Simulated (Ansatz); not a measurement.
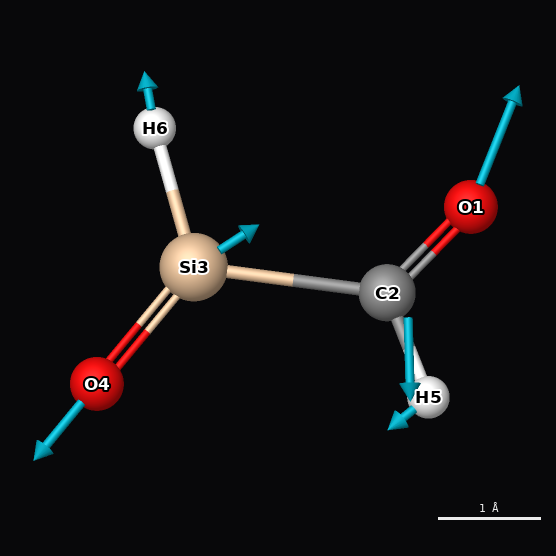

Arrows show the forces on the atoms, 0.5 Å of arrow for 1 eV/Å; forces under a tenth of the largest aren't drawn. Level of theory: PBE-D4/def2-TZVPP (Ansatz 0.2.0).

### On which atom is the force largest, and how large is it?

On O1: 2.14 eV/Å.

### Which bond do the forces act along most?

O1–C2, now 1.195 Å: the forces push its atoms apart, so a first step downhill lengthens it.

List the force components in the frame of the picture (x right, y up, z towards the viewer), in eV/Å.

```json
{"atom": "O1", "Fx": "0.78", "Fy": "1.96", "Fz": "−0.33"}
{"atom": "C2", "Fx": "0.05", "Fy": "−1.66", "Fz": "0.18"}
{"atom": "Si3", "Fx": "0.79", "Fy": "0.51", "Fz": "−0.12"}
{"atom": "O4", "Fx": "−0.95", "Fy": "−1.16", "Fz": "0.24"}
{"atom": "H5", "Fx": "−0.52", "Fy": "−0.42", "Fz": "0.16"}
{"atom": "H6", "Fx": "−0.14", "Fy": "0.76", "Fz": "−0.14"}
```
